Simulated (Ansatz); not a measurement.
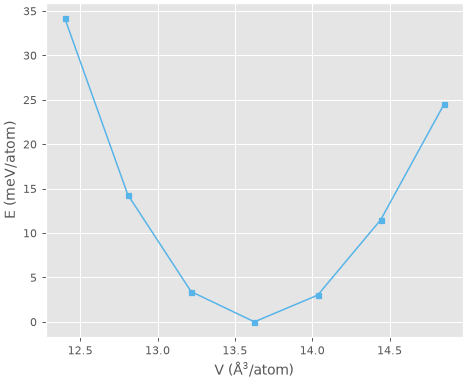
Figure: CaF2 (fluorite, Fm-3m) under volume change, the program Ansatz at the HSE06 level (PAW), scaled uniformly.

Problem. What does a third-order Birch–Murnaghan fit give for V₀, B₀ and B′?

Solution. V₀ = 13.63 Å³/atom, B₀ = 83.3 GPa, B′ = 4.5.

The cell was relaxed with HSE06 under the symmetry of its start.

Potentials: the earlier of the program's two PAW sets.
